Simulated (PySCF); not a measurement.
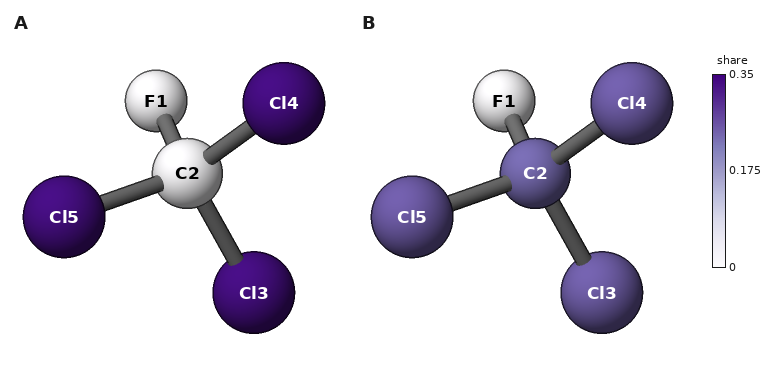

Each panel colours the atoms by their Löwdin share in one orbital (up to four of the largest shares; other atoms are shown as zero). The geometry was computed by an optimisation with PBE0-D3(BJ)/def2-SVP. No frequency run is at hand to confirm it as a minimum. Method: B3LYP/def2-SVPD (PySCF 2.14.0).

### The panels show the HOMO, LUMO, in some order. Which is which?

A: HOMO, −8.96 eV; Cl4 0.33, Cl5 0.33, Cl3 0.33
B: LUMO, −1.64 eV; Cl5 0.25, Cl4 0.25, Cl3 0.25, C2 0.24
